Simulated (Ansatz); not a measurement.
# CH₄AlF: single-point calculation

- system: CH₄AlF, SMILES F[CH2][AlH2]
- method: RKS PBE0-D4/def2-QZVPP (Ansatz 0.2.0)

The geometry comes from this level: PBE0-D4/def2-TZVP.

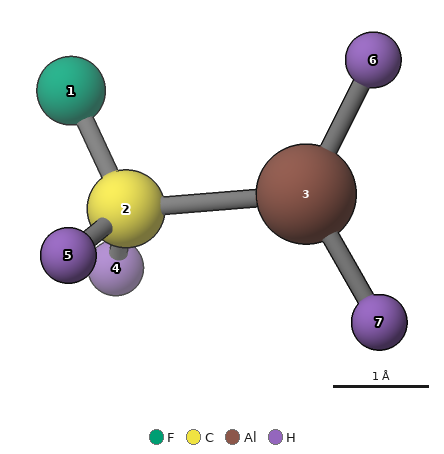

Figure 1. The input geometry (ball-and-stick view, seen at a tilt; atoms are numbered from 1 in the order of the input). Sticks mark near contacts. Bond lengths as drawn: Al–C 1.98 Å, Al–H 1.58 to 1.59 Å, C–F 1.40 Å and C–H 1.10 Å.

## Input file
```yaml
crystal:
  periodic: [false, false, false]
  atoms:
    - {symbol: F, position_ang: [-1.743907, 0.315967, -0.650387]}
    - {symbol: C, position_ang: [-0.605982, -0.466850, -0.434289]}
    - {symbol: Al, position_ang: [0.816065, 0.518738, 0.529751]}
    - {symbol: H, position_ang: [-0.257224, -0.826606, -1.412127]}
    - {symbol: H, position_ang: [-0.918230, -1.365959, 0.114688]}
    - {symbol: H, position_ang: [0.606993, 2.023542, 0.974641]}
    - {symbol: H, position_ang: [2.163485, -0.266934, 0.832024]}
basis:
  gaussian: {orbitals: "def2-QZVPP.json"}
hamiltonian: {xc: pbe0, dispersion: d4}
output: {orbitals: {seedname: orbitals}}
```

Launched with:
```bash
ansatz run in.yaml --threads 2 --pin off --events-out ev --progress --plain --max-ram 4352MiB
```

## Output
```
Functional definition: PBE0
  name "PBE0"
  cite "Adamo & Barone, J. Chem. Phys. 110, 6158 (1999) doi:10.1063/1.478522"
  cite "Perdew, Burke & Ernzerhof, Phys. Rev. Lett. 77, 3865 (1996) doi:10.1103/PhysRevLett.77.3865"
  parent pbe
  parameter a = 0.25
  parameter kappa = 0.804
  parameter beta = 0.06672455060314922
  exchange = (1 - a)*pbe_x(kappa = kappa, mu = beta*pi^2/3) + a*exact_x
  correlation = pbe_c(beta = beta)
1019 factors; their error is unknown
mean field evaluation 1: about -10406.7954 eV, gradient 3.9e1 eV
mean field evaluation 2: about -10406.1080 eV, gradient 4.2e1 eV
mean field evaluation 4: about -10410.0942 eV, gradient 1.4e0 eV
mean field evaluation 8: about -10410.1017 eV, gradient 2.4e-2 eV
mean field -10410.10165212 eV, -382.5641794949 hartree, gradient 1.4e-5 eV, S^2 0.000000; 0 other end points of the search recorded, 0 dependent functions left out
reference -10410.10169151 eV, -382.5641809425 hartree; 16, 16 occupied and 288, 288 virtual orbitals, 1019 factors
Total energy: -10410.17265381 eV, -382.5667887592 hartree
```

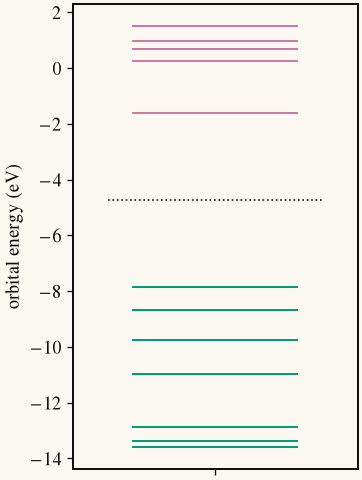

Figure 2. Orbital energies near the frontier; the dotted line parts filled from empty levels, and levels within 0.02 eV of each other stand side by side. Highest filled −7.87 eV, lowest empty −1.63 eV, 6.24 eV apart.

## Key numbers

- outcome: converged
- total energy: −10410.1727 eV
- mean-field energy: −10410.1017 eV
- dispersion energy: −0.0710 eV
- SCF solution under orbital rotations: stable
- HOMO: −7.87 eV
- LUMO: −1.63 eV
- hardware: 2 threads of Arm Neoverse V1, 23 GiB of memory available, shared host
- wall time: 4.3 s (CPU time 8.2 s)
- peak memory: 0.74 GiB
